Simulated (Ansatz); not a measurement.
## Run report: SiHF3, molecular dynamics (part 4 of 5)

Continued. System: SiHF3. Method: RKS PBE-D4/6-31G (Ansatz 0.2.0). It belongs to a series of runs on one base structure; here: dynamics from the start.

Geometry of the input (Å):
```
Si -0.0213  0.0374  -0.0150
F  0.0086  -0.0147  1.6672
F  1.5747  -0.0147  -0.5471
H  -0.7252  1.2568  -0.5129
F  -0.7741  -1.3708  -0.5474
```

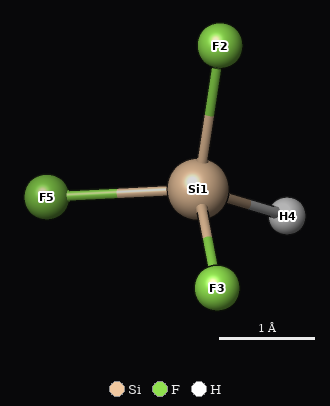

Figure 1. The geometry at step 94 of the log (ball-and-stick view, seen at a tilt; atoms are numbered from 1 in the order of the input).

**Trajectory as extended XYZ, continued**
```
5
Properties=species:S:1:pos:R:3:forces:R:3 step=70 time_fs=17.5 energy=-16033.31565 temperature=24.8
Si   -0.0288    0.0335   -0.0289   -0.0448   0.1343   0.1473
F     0.0353   -0.0159    1.6468   -0.0864  -0.0064   0.2202
F     1.5789   -0.0059   -0.5111    0.0695  -0.0049  -0.2110
H    -0.7645    1.2433   -0.5062    0.0651  -0.0040  -0.0621
F    -0.7896   -1.3711   -0.5432   -0.0034  -0.1190  -0.0943
5
Properties=species:S:1:pos:R:3:forces:R:3 step=71 time_fs=17.8 energy=-16033.31564 temperature=24.8
Si   -0.0290    0.0336   -0.0288   -0.0362   0.1227   0.1337
F     0.0356   -0.0160    1.6466   -0.0881  -0.0057   0.2265
F     1.5792   -0.0058   -0.5108    0.0585  -0.0048  -0.2088
H    -0.7645    1.2431   -0.5069    0.0642  -0.0030  -0.0609
F    -0.7899   -1.3714   -0.5433    0.0017  -0.1093  -0.0905
5
Properties=species:S:1:pos:R:3:forces:R:3 step=72 time_fs=18.0 energy=-16033.31563 temperature=24.7
Si   -0.0292    0.0337   -0.0288   -0.0275   0.1108   0.1200
F     0.0359   -0.0160    1.6464   -0.0898  -0.0049   0.2328
F     1.5795   -0.0057   -0.5105    0.0473  -0.0047  -0.2064
H    -0.7645    1.2430   -0.5076    0.0631  -0.0018  -0.0598
F    -0.7902   -1.3716   -0.5434    0.0069  -0.0994  -0.0866
5
Properties=species:S:1:pos:R:3:forces:R:3 step=73 time_fs=18.2 energy=-16033.31561 temperature=24.7
Si   -0.0294    0.0339   -0.0287   -0.0186   0.0988   0.1064
F     0.0362   -0.0160    1.6462   -0.0916  -0.0042   0.2389
F     1.5798   -0.0056   -0.5103    0.0361  -0.0045  -0.2040
H    -0.7645    1.2429   -0.5084    0.0620  -0.0006  -0.0586
F    -0.7905   -1.3719   -0.5434    0.0122  -0.0895  -0.0826
5
Properties=species:S:1:pos:R:3:forces:R:3 step=74 time_fs=18.5 energy=-16033.31559 temperature=24.6
Si   -0.0296    0.0340   -0.0287   -0.0097   0.0865   0.0928
F     0.0365   -0.0161    1.6460   -0.0933  -0.0034   0.2448
F     1.5801   -0.0054   -0.5100    0.0248  -0.0044  -0.2016
H    -0.7645    1.2428   -0.5091    0.0607   0.0007  -0.0573
F    -0.7908   -1.3722   -0.5435    0.0174  -0.0794  -0.0786
5
Properties=species:S:1:pos:R:3:forces:R:3 step=76 time_fs=19.0 energy=-16033.31551 temperature=24.4
Si   -0.0300    0.0343   -0.0286    0.0085   0.0616   0.0657
F     0.0372   -0.0161    1.6457   -0.0968  -0.0019   0.2560
F     1.5806   -0.0052   -0.5095    0.0020  -0.0042  -0.1965
H    -0.7643    1.2425   -0.5106    0.0581   0.0035  -0.0548
F    -0.7914   -1.3727   -0.5437    0.0281  -0.0590  -0.0704
5
Properties=species:S:1:pos:R:3:forces:R:3 step=77 time_fs=19.2 energy=-16033.31546 temperature=24.3
Si   -0.0303    0.0344   -0.0285    0.0178   0.0490   0.0523
F     0.0375   -0.0162    1.6456   -0.0985  -0.0010   0.2613
F     1.5809   -0.0051   -0.5092   -0.0094  -0.0041  -0.1939
H    -0.7642    1.2424   -0.5114    0.0567   0.0049  -0.0535
F    -0.7917   -1.3729   -0.5438    0.0335  -0.0487  -0.0662
5
Properties=species:S:1:pos:R:3:forces:R:3 step=78 time_fs=19.5 energy=-16033.31540 temperature=24.2
Si   -0.0305    0.0345   -0.0285    0.0270   0.0362   0.0390
F     0.0378   -0.0162    1.6454   -0.1003  -0.0002   0.2664
F     1.5812   -0.0050   -0.5090   -0.0208  -0.0040  -0.1913
H    -0.7641    1.2423   -0.5122    0.0552   0.0064  -0.0522
F    -0.7920   -1.3732   -0.5439    0.0388  -0.0383  -0.0620
5
Properties=species:S:1:pos:R:3:forces:R:3 step=79 time_fs=19.8 energy=-16033.31533 temperature=24.0
Si   -0.0307    0.0347   -0.0284    0.0363   0.0235   0.0259
F     0.0381   -0.0162    1.6453   -0.1020   0.0006   0.2713
F     1.5815   -0.0049   -0.5088   -0.0322  -0.0040  -0.1886
H    -0.7640    1.2421   -0.5130    0.0538   0.0078  -0.0508
F    -0.7923   -1.3735   -0.5440    0.0442  -0.0279  -0.0577
5
Properties=species:S:1:pos:R:3:forces:R:3 step=80 time_fs=20.0 energy=-16033.31526 temperature=23.8
Si   -0.0309    0.0348   -0.0283    0.0457   0.0107   0.0129
F     0.0384   -0.0163    1.6452   -0.1038   0.0015   0.2759
F     1.5818   -0.0047   -0.5086   -0.0436  -0.0039  -0.1859
H    -0.7639    1.2420   -0.5139    0.0522   0.0093  -0.0494
F    -0.7926   -1.3738   -0.5441    0.0495  -0.0175  -0.0535
5
Properties=species:S:1:pos:R:3:forces:R:3 step=81 time_fs=20.2 energy=-16033.31517 temperature=23.6
Si   -0.0311    0.0349   -0.0283    0.0550  -0.0021   0.0002
F     0.0387   -0.0163    1.6450   -0.1056   0.0023   0.2802
F     1.5821   -0.0046   -0.5083   -0.0549  -0.0039  -0.1831
H    -0.7637    1.2419   -0.5147    0.0507   0.0107  -0.0480
F    -0.7929   -1.3740   -0.5442    0.0549  -0.0071  -0.0492
5
Properties=species:S:1:pos:R:3:forces:R:3 step=83 time_fs=20.8 energy=-16033.31497 temperature=23.1
Si   -0.0315    0.0352   -0.0282    0.0735  -0.0275  -0.0248
F     0.0392   -0.0164    1.6448   -0.1091   0.0041   0.2880
F     1.5826   -0.0044   -0.5079   -0.0774  -0.0039  -0.1776
H    -0.7634    1.2417   -0.5165    0.0475   0.0136  -0.0450
F    -0.7934   -1.3746   -0.5444    0.0655   0.0137  -0.0406
5
Properties=species:S:1:pos:R:3:forces:R:3 step=84 time_fs=21.0 energy=-16033.31486 temperature=22.8
Si   -0.0317    0.0353   -0.0281    0.0827  -0.0401  -0.0368
F     0.0395   -0.0164    1.6448   -0.1109   0.0050   0.2915
F     1.5829   -0.0043   -0.5077   -0.0884  -0.0039  -0.1749
H    -0.7632    1.2416   -0.5174    0.0459   0.0150  -0.0435
F    -0.7937   -1.3748   -0.5445    0.0708   0.0240  -0.0363
5
Properties=species:S:1:pos:R:3:forces:R:3 step=85 time_fs=21.2 energy=-16033.31474 temperature=22.5
Si   -0.0319    0.0355   -0.0280    0.0918  -0.0526  -0.0487
F     0.0398   -0.0164    1.6447   -0.1127   0.0059   0.2946
F     1.5832   -0.0042   -0.5075   -0.0994  -0.0039  -0.1721
H    -0.7630    1.2415   -0.5183    0.0443   0.0163  -0.0419
F    -0.7940   -1.3751   -0.5446    0.0760   0.0343  -0.0320
5
Properties=species:S:1:pos:R:3:forces:R:3 step=86 time_fs=21.5 energy=-16033.31462 temperature=22.1
Si   -0.0321    0.0356   -0.0280    0.1009  -0.0650  -0.0602
F     0.0401   -0.0165    1.6446   -0.1145   0.0069   0.2975
F     1.5835   -0.0040   -0.5073   -0.1102  -0.0039  -0.1694
H    -0.7627    1.2414   -0.5192    0.0427   0.0176  -0.0403
F    -0.7943   -1.3754   -0.5447    0.0812   0.0445  -0.0277
5
Properties=species:S:1:pos:R:3:forces:R:3 step=87 time_fs=21.8 energy=-16033.31449 temperature=21.8
Si   -0.0323    0.0357   -0.0279    0.1098  -0.0772  -0.0714
F     0.0403   -0.0165    1.6445   -0.1163   0.0078   0.3000
F     1.5837   -0.0039   -0.5071   -0.1209  -0.0040  -0.1666
H    -0.7625    1.2413   -0.5201    0.0412   0.0188  -0.0386
F    -0.7945   -1.3756   -0.5449    0.0863   0.0546  -0.0234
5
Properties=species:S:1:pos:R:3:forces:R:3 step=88 time_fs=22.0 energy=-16033.31434 temperature=21.4
Si   -0.0325    0.0359   -0.0279    0.1186  -0.0892  -0.0823
F     0.0406   -0.0165    1.6445   -0.1181   0.0087   0.3022
F     1.5840   -0.0038   -0.5069   -0.1314  -0.0041  -0.1639
H    -0.7622    1.2412   -0.5210    0.0396   0.0199  -0.0368
F    -0.7948   -1.3759   -0.5450    0.0913   0.0647  -0.0192
5
Properties=species:S:1:pos:R:3:forces:R:3 step=90 time_fs=22.5 energy=-16033.31404 temperature=20.7
Si   -0.0328    0.0361   -0.0278    0.1358  -0.1125  -0.1030
F     0.0411   -0.0166    1.6444   -0.1217   0.0106   0.3055
F     1.5845   -0.0036   -0.5066   -0.1519  -0.0043  -0.1585
H    -0.7617    1.2410   -0.5230    0.0366   0.0218  -0.0332
F    -0.7953   -1.3764   -0.5452    0.1012   0.0844  -0.0108
5
Properties=species:S:1:pos:R:3:forces:R:3 step=91 time_fs=22.8 energy=-16033.31389 temperature=20.2
Si   -0.0330    0.0362   -0.0277    0.1442  -0.1238  -0.1128
F     0.0414   -0.0166    1.6444   -0.1235   0.0116   0.3067
F     1.5847   -0.0035   -0.5064   -0.1618  -0.0045  -0.1558
H    -0.7614    1.2410   -0.5239    0.0351   0.0227  -0.0314
F    -0.7956   -1.3767   -0.5453    0.1061   0.0940  -0.0066
5
Properties=species:S:1:pos:R:3:forces:R:3 step=92 time_fs=23.0 energy=-16033.31372 temperature=19.8
Si   -0.0332    0.0364   -0.0277    0.1524  -0.1348  -0.1222
F     0.0416   -0.0167    1.6444   -0.1253   0.0125   0.3075
F     1.5850   -0.0034   -0.5063   -0.1716  -0.0046  -0.1532
H    -0.7611    1.2409   -0.5249    0.0337   0.0234  -0.0294
F    -0.7959   -1.3769   -0.5454    0.1108   0.1035  -0.0026
5
Properties=species:S:1:pos:R:3:forces:R:3 step=93 time_fs=23.2 energy=-16033.31356 temperature=19.4
Si   -0.0334    0.0365   -0.0276    0.1604  -0.1456  -0.1312
F     0.0419   -0.0167    1.6444   -0.1271   0.0135   0.3079
F     1.5852   -0.0032   -0.5061   -0.1810  -0.0048  -0.1507
H    -0.7608    1.2409   -0.5259    0.0323   0.0240  -0.0274
F    -0.7961   -1.3772   -0.5455    0.1155   0.1128   0.0015
5
Properties=species:S:1:pos:R:3:forces:R:3 step=94 time_fs=23.5 energy=-16033.31338 temperature=19.0
Si   -0.0336    0.0366   -0.0276    0.1682  -0.1560  -0.1398
F     0.0421   -0.0167    1.6444   -0.1289   0.0145   0.3079
F     1.5855   -0.0031   -0.5060   -0.1903  -0.0050  -0.1481
H    -0.7605    1.2408   -0.5269    0.0310   0.0245  -0.0254
F    -0.7964   -1.3774   -0.5456    0.1200   0.1220   0.0055
5
Properties=species:S:1:pos:R:3:forces:R:3 step=95 time_fs=23.8 energy=-16033.31321 temperature=18.5
Si   -0.0337    0.0367   -0.0276    0.1758  -0.1660  -0.1480
F     0.0424   -0.0168    1.6444   -0.1307   0.0154   0.3075
F     1.5857   -0.0030   -0.5058   -0.1992  -0.0053  -0.1456
H    -0.7602    1.2408   -0.5279    0.0297   0.0249  -0.0233
F    -0.7966   -1.3777   -0.5458    0.1245   0.1310   0.0094
5
Properties=species:S:1:pos:R:3:forces:R:3 step=97 time_fs=24.2 energy=-16033.31286 temperature=17.6
Si   -0.0341    0.0369   -0.0275    0.1903  -0.1851  -0.1629
F     0.0428   -0.0168    1.6445   -0.1343   0.0174   0.3057
F     1.5861   -0.0028   -0.5055   -0.2163  -0.0058  -0.1408
H    -0.7595    1.2407   -0.5299    0.0274   0.0252  -0.0190
F    -0.7971   -1.3781   -0.5460    0.1331   0.1483   0.0170
5
Properties=species:S:1:pos:R:3:forces:R:3 step=98 time_fs=24.5 energy=-16033.31268 temperature=17.1
Si   -0.0342    0.0370   -0.0275    0.1971  -0.1941  -0.1697
F     0.0431   -0.0168    1.6445   -0.1361   0.0184   0.3042
F     1.5863   -0.0027   -0.5054   -0.2245  -0.0061  -0.1385
H    -0.7592    1.2407   -0.5310    0.0263   0.0252  -0.0167
F    -0.7973   -1.3784   -0.5461    0.1372   0.1567   0.0207
5
Properties=species:S:1:pos:R:3:forces:R:3 step=99 time_fs=24.8 energy=-16033.31250 temperature=16.7
Si   -0.0344    0.0371   -0.0275    0.2038  -0.2027  -0.1760
F     0.0433   -0.0169    1.6446   -0.1379   0.0193   0.3023
F     1.5865   -0.0026   -0.5053   -0.2323  -0.0065  -0.1363
H    -0.7588    1.2407   -0.5320    0.0252   0.0250  -0.0144
F    -0.7976   -1.3786   -0.5462    0.1412   0.1648   0.0244
5
Properties=species:S:1:pos:R:3:forces:R:3 step=100 time_fs=25.0 energy=-16033.31232 temperature=16.2
Si   -0.0345    0.0372   -0.0274    0.2101  -0.2109  -0.1818
F     0.0435   -0.0169    1.6447   -0.1397   0.0203   0.3000
F     1.5867   -0.0024   -0.5051   -0.2398  -0.0068  -0.1341
H    -0.7584    1.2407   -0.5330    0.0243   0.0247  -0.0120
F    -0.7978   -1.3788   -0.5463    0.1451   0.1727   0.0279
5
Properties=species:S:1:pos:R:3:forces:R:3 step=101 time_fs=25.2 energy=-16033.31215 temperature=15.8
Si   -0.0347    0.0373   -0.0274    0.2162  -0.2186  -0.1871
F     0.0437   -0.0169    1.6447   -0.1415   0.0213   0.2973
F     1.5869   -0.0023   -0.5050   -0.2470  -0.0072  -0.1320
H    -0.7581    1.2407   -0.5341    0.0233   0.0243  -0.0096
F    -0.7980   -1.3790   -0.5464    0.1489   0.1803   0.0314
5
Properties=species:S:1:pos:R:3:forces:R:3 step=102 time_fs=25.5 energy=-16033.31197 temperature=15.3
Si   -0.0348    0.0374   -0.0274    0.2221  -0.2260  -0.1918
F     0.0439   -0.0169    1.6448   -0.1432   0.0222   0.2942
F     1.5871   -0.0022   -0.5049   -0.2538  -0.0076  -0.1299
H    -0.7577    1.2407   -0.5351    0.0225   0.0237  -0.0072
F    -0.7982   -1.3792   -0.5465    0.1525   0.1877   0.0347
5
Properties=species:S:1:pos:R:3:forces:R:3 step=103 time_fs=25.8 energy=-16033.31180 temperature=14.9
Si   -0.0350    0.0374   -0.0274    0.2276  -0.2329  -0.1961
F     0.0441   -0.0170    1.6449   -0.1450   0.0232   0.2908
F     1.5873   -0.0021   -0.5048   -0.2603  -0.0081  -0.1280
H    -0.7573    1.2407   -0.5362    0.0217   0.0230  -0.0047
F    -0.7985   -1.3795   -0.5466    0.1560   0.1948   0.0380
5
Properties=species:S:1:pos:R:3:forces:R:3 step=105 time_fs=26.2 energy=-16033.31147 temperature=14.0
Si   -0.0352    0.0376   -0.0274    0.2379  -0.2454  -0.2031
F     0.0445   -0.0170    1.6451   -0.1485   0.0251   0.2827
F     1.5876   -0.0019   -0.5046   -0.2723  -0.0091  -0.1243
H    -0.7565    1.2408   -0.5383    0.0204   0.0211   0.0004
F    -0.7989   -1.3798   -0.5468    0.1625   0.2083   0.0443
5
Properties=species:S:1:pos:R:3:forces:R:3 step=106 time_fs=26.5 energy=-16033.31131 temperature=13.6
Si   -0.0353    0.0376   -0.0274    0.2426  -0.2510  -0.2058
F     0.0447   -0.0170    1.6453   -0.1502   0.0260   0.2781
F     1.5877   -0.0018   -0.5045   -0.2777  -0.0096  -0.1226
H    -0.7561    1.2408   -0.5393    0.0198   0.0200   0.0031
F    -0.7991   -1.3800   -0.5469    0.1656   0.2146   0.0472
5
Properties=species:S:1:pos:R:3:forces:R:3 step=107 time_fs=26.8 energy=-16033.31115 temperature=13.2
Si   -0.0355    0.0377   -0.0274    0.2470  -0.2562  -0.2079
F     0.0449   -0.0171    1.6454   -0.1520   0.0269   0.2731
F     1.5879   -0.0017   -0.5044   -0.2828  -0.0102  -0.1209
H    -0.7557    1.2409   -0.5403    0.0193   0.0188   0.0057
F    -0.7993   -1.3802   -0.5470    0.1685   0.2206   0.0501
5
Properties=species:S:1:pos:R:3:forces:R:3 step=108 time_fs=27.0 energy=-16033.31100 temperature=12.8
Si   -0.0356    0.0377   -0.0274    0.2511  -0.2609  -0.2095
F     0.0451   -0.0171    1.6455   -0.1537   0.0279   0.2677
F     1.5880   -0.0016   -0.5043   -0.2875  -0.0107  -0.1194
H    -0.7553    1.2409   -0.5414    0.0188   0.0175   0.0084
F    -0.7995   -1.3804   -0.5471    0.1713   0.2263   0.0528
5
Properties=species:S:1:pos:R:3:forces:R:3 step=109 time_fs=27.2 energy=-16033.31086 temperature=12.5
Si   -0.0357    0.0378   -0.0275    0.2549  -0.2651  -0.2106
F     0.0453   -0.0171    1.6457   -0.1554   0.0288   0.2620
F     1.5881   -0.0014   -0.5042   -0.2918  -0.0114  -0.1180
H    -0.7548    1.2410   -0.5424    0.0184   0.0160   0.0111
F    -0.7996   -1.3805   -0.5472    0.1740   0.2317   0.0555
5
Properties=species:S:1:pos:R:3:forces:R:3 step=110 time_fs=27.5 energy=-16033.31072 temperature=12.1
Si   -0.0358    0.0378   -0.0275    0.2584  -0.2689  -0.2111
F     0.0454   -0.0171    1.6458   -0.1570   0.0297   0.2559
F     1.5882   -0.0013   -0.5041   -0.2958  -0.0120  -0.1166
H    -0.7544    1.2411   -0.5435    0.0180   0.0145   0.0138
F    -0.7998   -1.3807   -0.5473    0.1764   0.2368   0.0580
5
Properties=species:S:1:pos:R:3:forces:R:3 step=112 time_fs=28.0 energy=-16033.31047 temperature=11.4
Si   -0.0360    0.0379   -0.0275    0.2645  -0.2752  -0.2105
F     0.0458   -0.0172    1.6462   -0.1604   0.0314   0.2427
F     1.5884   -0.0011   -0.5040   -0.3025  -0.0134  -0.1142
H    -0.7535    1.2412   -0.5455    0.0174   0.0111   0.0193
F    -0.8001   -1.3810   -0.5475    0.1809   0.2461   0.0627
5
Properties=species:S:1:pos:R:3:forces:R:3 step=113 time_fs=28.2 energy=-16033.31035 temperature=11.1
Si   -0.0360    0.0379   -0.0276    0.2672  -0.2777  -0.2094
F     0.0459   -0.0172    1.6464   -0.1620   0.0323   0.2356
F     1.5885   -0.0010   -0.5039   -0.3053  -0.0141  -0.1131
H    -0.7531    1.2413   -0.5465    0.0172   0.0093   0.0220
F    -0.8003   -1.3811   -0.5476    0.1829   0.2502   0.0649
5
Properties=species:S:1:pos:R:3:forces:R:3 step=114 time_fs=28.5 energy=-16033.31024 temperature=10.8
Si   -0.0361    0.0379   -0.0276    0.2695  -0.2798  -0.2078
F     0.0461   -0.0172    1.6465   -0.1636   0.0331   0.2282
F     1.5886   -0.0009   -0.5038   -0.3076  -0.0148  -0.1121
H    -0.7526    1.2413   -0.5476    0.0170   0.0074   0.0248
F    -0.8005   -1.3812   -0.5477    0.1848   0.2541   0.0670
5
Properties=species:S:1:pos:R:3:forces:R:3 step=115 time_fs=28.8 energy=-16033.31014 temperature=10.6
Si   -0.0362    0.0379   -0.0277    0.2715  -0.2814  -0.2056
F     0.0462   -0.0172    1.6467   -0.1652   0.0340   0.2204
F     1.5886   -0.0008   -0.5037   -0.3096  -0.0156  -0.1113
H    -0.7522    1.2414   -0.5486    0.0168   0.0054   0.0275
F    -0.8006   -1.3813   -0.5478    0.1865   0.2576   0.0689
5
Properties=species:S:1:pos:R:3:forces:R:3 step=116 time_fs=29.0 energy=-16033.31004 temperature=10.3
Si   -0.0363    0.0379   -0.0277    0.2733  -0.2826  -0.2028
F     0.0463   -0.0172    1.6469   -0.1668   0.0348   0.2123
F     1.5887   -0.0007   -0.5037   -0.3112  -0.0164  -0.1105
H    -0.7517    1.2415   -0.5496    0.0166   0.0035   0.0303
F    -0.8008   -1.3815   -0.5479    0.1880   0.2608   0.0707
5
Properties=species:S:1:pos:R:3:forces:R:3 step=117 time_fs=29.2 energy=-16033.30996 temperature=10.1
Si   -0.0363    0.0379   -0.0278    0.2748  -0.2834  -0.1995
F     0.0465   -0.0172    1.6471   -0.1683   0.0356   0.2040
F     1.5887   -0.0006   -0.5036   -0.3124  -0.0173  -0.1098
H    -0.7513    1.2416   -0.5506    0.0165   0.0014   0.0330
F    -0.8009   -1.3816   -0.5480    0.1894   0.2636   0.0724
```
